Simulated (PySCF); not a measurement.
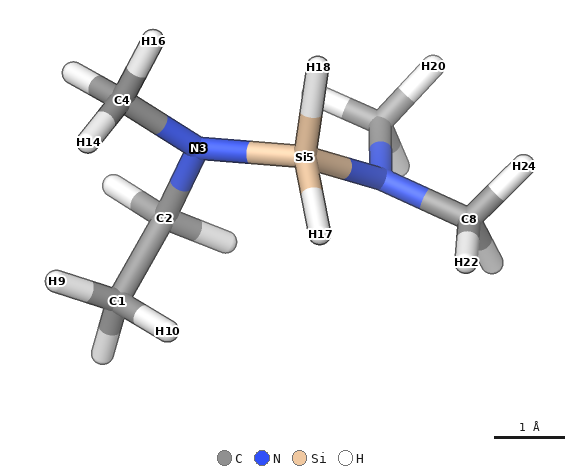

C5H16N2Si, before the relaxation. A stick model, seen at a tilt.

The start comes from GFN2-xTB. Its atoms were then displaced at random by about 0.01 Å.

Computed with PBE0-D3(BJ)/def2-SVP geometry optimisation, gas phase (PySCF).

```xyz
24

C     2.3659    0.1644   -1.3465
C     1.2916   -0.7457   -0.7418
N     0.8862   -0.3919    0.5975
C     1.9731   -0.6016    1.5820
Si   -0.3262    0.7722    0.8797
N    -1.6514    0.3402   -0.1168
C    -2.1409   -1.0178   -0.1268
C    -2.6475    1.2972   -0.4671
H     3.2856    0.1325   -0.7918
H     1.9867    1.2139   -1.3013
H     2.5161   -0.0846   -2.3793
H     1.6907   -1.7678   -0.7262
H     0.3730   -0.7067   -1.3703
H     2.7570    0.1027    1.4900
H     2.3309   -1.6298    1.4909
H     1.5228   -0.4694    2.5895
H    -0.0243    2.1798    0.5047
H    -0.5683    0.7196    2.3472
H    -2.5059   -1.2825   -1.1287
H    -3.0149   -1.1338    0.5739
H    -1.3740   -1.7004    0.1486
H    -2.2287    2.2699   -0.4937
H    -3.0652    1.0705   -1.4715
H    -3.4968    1.2889    0.2520
```

Q: Where does the relaxation end?

A: Over 10 geometry steps the energy falls by 30.2 kJ/mol. The largest move after the best rigid fit is that of H21, 0.40 Å. By element the largest moves are H 0.40 Å, C 0.25 Å, N 0.19 Å, Si 0.07 Å. Near-neighbour distances that change, for instance: C4–H14 1.058 → 1.107 Å, N3–C4 1.481 → 1.440 Å, C7–H21 1.063 → 1.101 Å, N3–Si5 1.704 → 1.733 Å. Among the angles between lasting bonds that change: H14–C4–H15 112.1° → 107.1°, H12–C2–H13 109.9° → 105.9°, C2–N3–C4 112.1° → 115.9°. The run took 5.3 min on 1 thread of Arm Neoverse V1, with other jobs on the host.

The structure at the end:

```xyz
24

C     2.4862    0.2583   -1.3696
C     1.3015   -0.5304   -0.8258
N     0.9630   -0.2432    0.5532
C     1.8890   -0.7313    1.5420
Si   -0.3492    0.8288    0.9165
N    -1.7554    0.3124    0.0439
C    -2.2036   -1.0542    0.1149
C    -2.6866    1.2161   -0.5759
H     3.4082    0.0526   -0.8043
H     2.2924    1.3410   -1.3138
H     2.6791   -0.0007   -2.4223
H     1.4999   -1.6157   -0.9308
H     0.4093   -0.3250   -1.4414
H     2.8815   -0.2426    1.5000
H     2.0565   -1.8192    1.4239
H     1.4891   -0.5642    2.5533
H    -0.1800    2.2583    0.4935
H    -0.4427    0.7822    2.4135
H    -2.4343   -1.4540   -0.8913
H    -3.1169   -1.1728    0.7324
H    -1.4151   -1.6886    0.5476
H    -2.2587    2.2277   -0.6385
H    -2.9337    0.8925   -1.6055
H    -3.6436    1.2918   -0.0211
```

The end point in the same view:

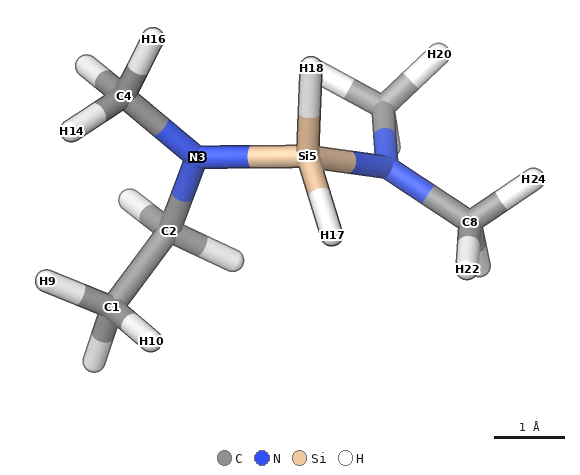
